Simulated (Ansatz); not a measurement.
**Core levels in a random alloy: Al7Ag (Al on 88 % of the Ag sites, one arrangement)**

Aim: core-level shifts of both metals in Al7Ag (Al on 88 % of the Ag sites, one arrangement), site by site. Spin–orbit coupling is left out of the bands throughout.

Main program and level: Ansatz 0.2.0; DFT, PBE, plane-wave PAW, default files, scalar-relativistic.

**1. The starting structure**

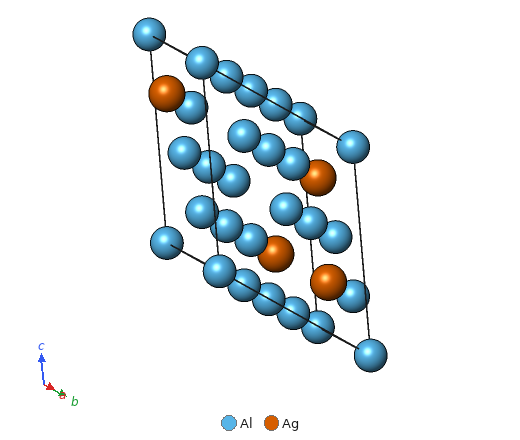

Start, viewed slightly off an axis; aluminium blue, silver orange. Some periodic images of atoms are drawn too.

**2. Relaxation**

Atoms near a foreign or missing neighbour move off the ideal sites, so they are relaxed first.

The input, input.yaml:

```yaml
crystal:
  lattice:
    - [-4.0535173898, 4.0535173898, 4.0535173898]
    - [4.0535173898, -4.0535173898, 4.0535173898]
    - [4.0535173898, 4.0535173898, -4.0535173898]
  atoms:
    - { symbol: Al, position: [0.0, 0.25, 0.75] }
    - { symbol: Al, position: [0.0, 0.5, 0.5] }
    - { symbol: Ag, position: [0.0, 0.75, 0.25] }
    - { symbol: Ag, position: [0.25, 0.0, 0.75] }
    - { symbol: Al, position: [0.0, 0.0, 0.0] }
    - { symbol: Al, position: [0.25, 0.25, 0.5] }
    - { symbol: Al, position: [0.25, 0.5, 0.25] }
    - { symbol: Al, position: [0.5, 0.75, 0.75] }
    - { symbol: Al, position: [0.25, 0.75, 0.0] }
    - { symbol: Al, position: [0.5, 0.0, 0.5] }
    - { symbol: Al, position: [0.5, 0.25, 0.25] }
    - { symbol: Al, position: [0.75, 0.5, 0.75] }
    - { symbol: Al, position: [0.5, 0.5, 0.0] }
    - { symbol: Al, position: [0.75, 0.75, 0.5] }
    - { symbol: Al, position: [0.75, 0.0, 0.25] }
    - { symbol: Al, position: [0.75, 0.25, 0.0] }
kpoints:
  mp_grid: { grid: [4, 4, 4] }
scf:
  occupations: { method: fermi_dirac, width: 0.08 }
  n_extra_bands: 16
hamiltonian:
  xc: pbe
  pseudopotentials: { kind: paw }
output:
  forces: true
relax:
  f_tol: 0.04
  max_steps: 35
```

On the command line:

```sh
$ ansatz run input.yaml --threads 4 --pin off --max-ram 14336MiB --backend cpu --events-out ev --progress --plain --runs-dir out
```

Numbers of over 12 decimals in the logs are rounded to 6 here.

The log of the run:

```text
scf.n_extra_bands = 16 over 40 filled bands (N_el = 80.0): the run solves 56 bands
Engine: ansatz 0.2.0, x86_64-unknown-linux-gnu
Pseudopotentials: kind: paw
Pseudopotential: Al, paw, valence charge 3, recommended cutoff 420 eV (normal), Al.paw.azcp
Pseudopotential: Ag, paw, valence charge 19, recommended cutoff 420 eV (normal), Ag.paw.azcp
Functional definition: PBE
  parameter kappa = 0.804
  parameter beta = 0.066725
  exchange = pbe_x(kappa = kappa, mu = beta*pi^2/3)
  correlation = pbe_c(beta = beta)
Crystal: 16 atoms, lattice volume = 266.413 Å³
Basis set: ecut = 420 eV, 5233 PW (Γ), exchange–correlation on 96×96×96 points (8 copies of the dense FFT grid, shifted against one another)
Bands: 56, of which v1, the nominal top of the filled ones, is band 40 counted from 1 (39 counted from 0)
Symmetry: 8 space group operations
Space group: Fmmm (ITA 69), of the structure as read, at distance tolerance 6.4e-5 Å
k-points: 18 of 64
Non-local potential: Al, projectors of the file, l = 0: 2, l = 1: 2, l = 2: 1
Non-local potential: Ag, projectors of the file, l = 0: 3, l = 1: 2, l = 2: 2, l = 3: 1
PAW form: soft (Blöchl's): semilocal exchange-correlation on the pseudo side does not see the compensation charge
PAW one-centre angular grid: Al, 110 points (default); XC on 64 Gauss nodes
PAW one-centre angular grid: Ag, 590 points (default); XC on 64 Gauss nodes
Initial density: superposition of atomic densities (neutral atoms: chi_scale 0, normalization atom), corrected by the library's trained network
Initial wavefunctions: pseudopotential atomic-orbital guess
Functional: x = pbe(κ = 0.804, μ = 0.219515), c = pbe(β = 0.066725)
SCF iter   1: F=—  HF=-22706.265463 eV  |F-HF|=—  |Δ(HF+E_count)|=         —  Δρ=1.67e-3  dr2=9.27e-3  ethr=1.77e-3  ⟨swp⟩=6.8  Hψ=4213  notcnv=0  defer=9
preconditioner: auto → Kerker (q_TF=auto, 2.233 Å⁻¹)  [metal: Δε(μ)=0.009 eV  Ē_g=7.140 eV  σ=0.080 eV  W_gap=0.03  n_scr=54 (ndim 8)  ℏωp=18.2 eV  f_vac=0.000  D(μ)=6.12/eV (n_scr^D=42)]
SCF iter   2: F=—  HF=-22706.268987 eV  |F-HF|=—  |Δ(HF+E_count)|=   3.52e-3  Δρ=1.05e-3  dr2=3.48e-3  ethr=1.16e-5  ⟨swp⟩=2.2  Hψ=1580  notcnv=0  defer=17
SCF iter   3: F=—  HF=-22706.268708 eV  |F-HF|=—  |Δ(HF+E_count)|=   2.79e-4  Δρ=6.25e-4  dr2=1.19e-3  ethr=4.36e-6  ⟨swp⟩=2.4  Hψ=1691  notcnv=0  defer=17
SCF iter   4: F=—  HF=-22706.268453 eV  |F-HF|=—  |Δ(HF+E_count)|=   2.54e-4  Δρ=8.43e-5  dr2=1.23e-5  ethr=1.48e-6  ⟨swp⟩=2.4  Hψ=1587  notcnv=0  defer=17
iter 5 did not close the SCF: its close was put off for the readings that it lacked (scf_convergence_deferred on its scf_iter line)
SCF iter   5: F=-22706.268451 eV  HF=-22706.268452 eV  |F-HF|=3.42e-7  |Δ(HF+E_count)|=   1.74e-6  Δρ=2.24e-5  dr2=1.29e-6  ethr=1.54e-8  ⟨swp⟩=2.1  Hψ=1508  notcnv=0  defer=17
SCF iter   6: F=-22706.268451 eV  HF=-22706.268452 eV  |F-HF|=3.10e-8  |Δ(HF+E_count)|=   1.56e-7  Δρ=4.38e-6  dr2=6.78e-8  ethr=1.61e-9  ⟨swp⟩=1.5  Hψ=2099  notcnv=0
SCF 1 converged in 6 iterations: F = -22706.268451 eV  dr2 = 6.78e-8
  greatest PAW one-centre occupation: 1.001 electrons in one spin orbital (limit 2), on the Ag atom at site 3 (counted from 0), in its partial waves of l = 0
relax step   1: F+E_penalty+E_count = -22706.26845147 eV  Δ(F+E_penalty+E_count) = +0.000e0 eV  max|allowed force component| = 1.764e-1 eV/Å  Δτ_max = 0.0000 Å  (6 SCF iters, dr2 threshold 4.00e-5 eV, accepted)
Initial density: handed on by an earlier stage of this run
Initial wavefunctions: those handed on with the density
iter 1 solved again at ethr=7.64e-5 eV; its pass at ethr=3.10e-3 eV (dr2=6.11e-2 eV) is discarded
SCF iter   1: F=—  HF=-22706.321500 eV  |F-HF|=—  |Δ(HF+E_count)|=         —  Δρ=2.72e-3  dr2=6.13e-2  ethr=7.64e-5  ⟨swp⟩=1.1  Hψ=3199  notcnv=0  defer=58
preconditioner: auto → Kerker (q_TF=auto, 2.233 Å⁻¹)  [metal: Δε(μ)=0.062 eV  Ē_g=7.099 eV  σ=0.080 eV  W_gap=0.19  n_scr=54 (ndim 8)  ℏωp=18.2 eV  f_vac=0.000  D(μ)=6.03/eV (n_scr^D=42)]
SCF iter   2: F=—  HF=-22706.310965 eV  |F-HF|=—  |Δ(HF+E_count)|=   1.05e-2  Δρ=1.58e-3  dr2=2.26e-2  ethr=7.64e-5  ⟨swp⟩=1.0  Hψ=949  notcnv=0  defer=58
SCF iter   3: F=—  HF=-22706.305768 eV  |F-HF|=—  |Δ(HF+E_count)|=   5.20e-3  Δρ=2.88e-4  dr2=3.02e-4  ethr=2.82e-5  ⟨swp⟩=2.4  Hψ=1378  notcnv=0  defer=58
SCF iter   4: F=—  HF=-22706.305986 eV  |F-HF|=—  |Δ(HF+E_count)|=   2.18e-4  Δρ=2.18e-4  dr2=1.51e-4  ethr=3.78e-7  ⟨swp⟩=2.0  Hψ=1639  notcnv=0  defer=59
SCF iter   5: F=—  HF=-22706.305956 eV  |F-HF|=—  |Δ(HF+E_count)|=   2.98e-5  Δρ=5.04e-5  dr2=6.11e-6  ethr=1.89e-7  ⟨swp⟩=2.4  Hψ=1574  notcnv=0  defer=59
SCF iter   6: F=-22706.305954 eV  HF=-22706.305955 eV  |F-HF|=9.70e-7  |Δ(HF+E_count)|=   5.16e-7  Δρ=1.59e-5  dr2=1.27e-6  ethr=2.43e-9  ⟨swp⟩=4.0  Hψ=3032  notcnv=0
SCF 2 converged in 6 iterations: F = -22706.305954 eV  dr2 = 1.27e-6
relax step   2: F+E_penalty+E_count = -22706.30595441 eV  Δ(F+E_penalty+E_count) = -3.750e-2 eV  max|allowed force component| = 6.824e-2 eV/Å  Δτ_max = 0.0413 Å  (6 SCF iters, dr2 threshold 1.94e-6 eV, accepted)
SCF iter   1: F=—  HF=-22706.309740 eV  |F-HF|=—  |Δ(HF+E_count)|=         —  Δρ=4.73e-4  dr2=2.22e-3  ethr=3.54e-5  ⟨swp⟩=2.1  Hψ=2108  notcnv=0  defer=60
preconditioner: auto → Kerker (q_TF=auto, 2.233 Å⁻¹)  [metal: Δε(μ)=0.056 eV  Ē_g=7.115 eV  σ=0.080 eV  W_gap=0.17  n_scr=54 (ndim 8)  ℏωp=18.2 eV  f_vac=0.000  D(μ)=6.15/eV (n_scr^D=42)]
SCF iter   2: F=—  HF=-22706.309377 eV  |F-HF|=—  |Δ(HF+E_count)|=   3.63e-4  Δρ=2.88e-4  dr2=9.30e-4  ethr=2.77e-6  ⟨swp⟩=1.1  Hψ=1171  notcnv=0  defer=59
SCF iter   3: F=—  HF=-22706.309158 eV  |F-HF|=—  |Δ(HF+E_count)|=   2.19e-4  Δρ=1.26e-4  dr2=3.45e-5  ethr=1.16e-6  ⟨swp⟩=2.0  Hψ=1209  notcnv=0  defer=59
SCF iter   4: F=—  HF=-22706.309488 eV  |F-HF|=—  |Δ(HF+E_count)|=   3.30e-4  Δρ=2.21e-5  dr2=1.75e-6  ethr=4.32e-8  ⟨swp⟩=2.1  Hψ=1487  notcnv=0  defer=59
SCF iter   5: F=—  HF=-22706.309488 eV  |F-HF|=—  |Δ(HF+E_count)|=   3.14e-7  Δρ=5.70e-6  dr2=1.68e-7  ethr=2.19e-9  ⟨swp⟩=2.3  Hψ=1367  notcnv=0  defer=59
SCF iter   6: F=-22706.309488 eV  HF=-22706.309488 eV  |F-HF|=1.61e-9  |Δ(HF+E_count)|=   2.77e-8  Δρ=1.06e-6  dr2=4.04e-9  ethr=1.25e-10  ⟨swp⟩=3.9  Hψ=2832  notcnv=0
SCF 3 converged in 6 iterations: F = -22706.309488 eV  dr2 = 4.04e-9
relax step   3: F+E_penalty+E_count = -22706.30948798 eV  Δ(F+E_penalty+E_count) = -3.534e-3 eV  max|allowed force component| = 5.566e-3 eV/Å  Δτ_max = 0.0114 Å  (6 SCF iters, accepted)
SCF converged after 6 iterations
Free energy (F): -22706.309488 eV
Harris-Foulkes:  -22706.309488 eV  (|F-HF|=1.61e-9)
Internal energy: -22706.182827 eV  (E = F + TS)
E sigma→0 (E₀):  -22706.246157 eV
Entropy (-TS):   -0.126661 eV (-7.916 meV/atom)
Fermi energy:    9.176856 eV
--- Per-component energies (eV) ---
  E_band       = -613.600262
  E_kinetic    = 1369.874092
  E_local      = -8531.899868  (includes V_loc(G=0)·N_el)
  E_nonlocal   = 301.156494
  E_hartree    = 3995.987755
  E_xc         = -926.456640
  E_vxc        = -875.956665  (∫ρ·V_xc dr)
  E_paw        = -14343.198150  (= ΣΔE_a)
  E_vpaw       = -868.747227  (= ΣTr[D̂ρ^β])
  E_aug_tail   = 0.000593  (compensation charges beyond the density's cutoff)
  E_ewald      = -4571.647102
  E_smearing   = -0.126661  (= −TS)
  E_closure    = -0.000000  (closes the sum)
  Σ components = -22706.309488   (vs F -22706.309488, Δ=0.00e0)
--- Forces (eV/Å), atoms counted from 1 ---
  atom   1  Al    -0.00556556    -0.00303247     0.00000000
  atom   2  Al     0.00372075    -0.00372075     0.00396020
  atom   3  Ag    -0.00255676    -0.00255676     0.00000000
  atom   4  Ag     0.00255676     0.00255676     0.00000000
  atom   5  Al     0.00358362    -0.00358362     0.00000000
  atom   6  Al    -0.00372075     0.00372075    -0.00396020
  atom   7  Al     0.00556556     0.00303247     0.00000000
  atom   8  Al    -0.00303247    -0.00556556     0.00000000
  atom   9  Al    -0.00358362     0.00358362     0.00000000
  atom  10  Al     0.00372075    -0.00372075    -0.00396020
  atom  11  Al    -0.00285315    -0.00285315     0.00000000
  atom  12  Al     0.00285315     0.00285315     0.00000000
  atom  13  Al     0.00358362    -0.00358362     0.00000000
  atom  14  Al    -0.00372075     0.00372075     0.00396020
  atom  15  Al     0.00303247     0.00556556     0.00000000
  atom  16  Al    -0.00358362     0.00358362    -0.00000000
  max |Σ_I F_I| component: 3.04e-18 eV/Å
--- Relaxed structure (3 steps of the walk, 3 accepted, 0 SCFs on fresh bases) ---
  F+E_penalty+E_count = -22706.30948798 eV   max|allowed force component| = 5.566e-3 eV/Å
  atoms:
    - { symbol: Al, position: [-0.00298852, 0.251709, 0.748720] }
    - { symbol: Al, position: [-0.00055227, 0.497012, 0.5] }
    - { symbol: Ag, position: [-0.00356456, 0.746435, 0.242871] }
    - { symbol: Ag, position: [0.253565, 0.00356456, 0.757129] }
    - { symbol: Al, position: [-0.00250257, 0.00250257, 0.0] }
    - { symbol: Al, position: [0.250552, 0.252988, 0.500000] }
    - { symbol: Al, position: [0.252989, 0.498291, 0.251280] }
    - { symbol: Al, position: [0.501709, 0.747011, 0.748720] }
    - { symbol: Al, position: [0.252503, 0.747497, 0.0] }
    - { symbol: Al, position: [0.502988, 0.00055227, 0.5] }
    - { symbol: Al, position: [0.502259, 0.252259, 0.254519] }
    - { symbol: Al, position: [0.747741, 0.497741, 0.745481] }
    - { symbol: Al, position: [0.497497, 0.502503, 0.0] }
    - { symbol: Al, position: [0.747012, 0.749448, 0.500000] }
    - { symbol: Al, position: [0.748291, 0.00298852, 0.251280] }
    - { symbol: Al, position: [0.752503, 0.247497, 0.0] }
```

It took 22 s on 4 threads of Intel Xeon at 2.50GHz (Skylake/Cascade Lake), shared host; peak memory 0.82 GiB.

Relaxation path:

| step | energy less that of the first step (eV) | largest force component (eV/Å) |
| --- | --- | --- |
| 1 | 0.0000 | 0.1764 |
| 2 | -0.0375 | 0.0682 |
| 3 | -0.0410 | 0.0056 |

Forces are held to the 8 operations that the run works with; a distortion that breaks them can't arise in this run.

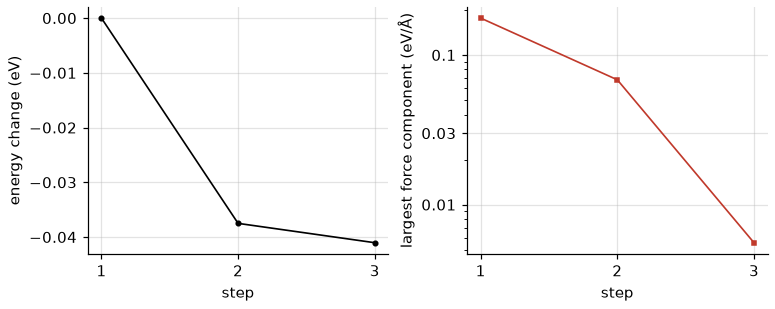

Energy and largest force along the relaxation.

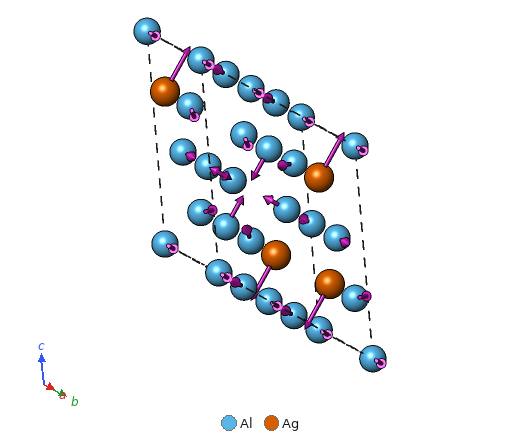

Displacements in the relaxation, exaggerated; the longest in the cell stands for 0.04 Å. Some periodic images of atoms are drawn too.

The atoms that moved most (Å):

```
atom      dx      dy     dz  length
 Ag3  -0.029  -0.029  0.000   0.041
 Ag4   0.029   0.029  0.000   0.041
Al13   0.020  -0.020  0.000   0.029
 Al5   0.020  -0.020  0.000   0.029
 Al9  -0.020   0.020  0.000   0.029
Al16  -0.020   0.020  0.000   0.029
Al15   0.024  -0.014  0.000   0.028
 Al7  -0.014   0.024  0.000   0.028
```

This step gave:

```yaml
free_energy: -22706.3095 eV
energy_at_zero_smearing: -22706.2462 eV
smearing_term_ts: 0.1267 eV
fermi_energy: 9.177 eV
symmetry_operations: 8
```

The relaxation ends 2.6 meV an atom lower, with a largest force component of 0.0056 eV/Å.

(Continued in part 2 of 3.)

[Logs are printed without paths, hosts, clocks, repeated set-up lines and the standing remarks that a program may print on its own settings, such as how far it seeks lower states.]

[Hosts, paths, dates, database ids (printed as entryN), source tags and the programs' standing remarks are cut or masked in the printed files.]

[Maps of the electrostatic potential energy from Ansatz leave out the sawtooth potential of an applied field or a dipole correction, so their vacuum need not be flat; work functions include it.]
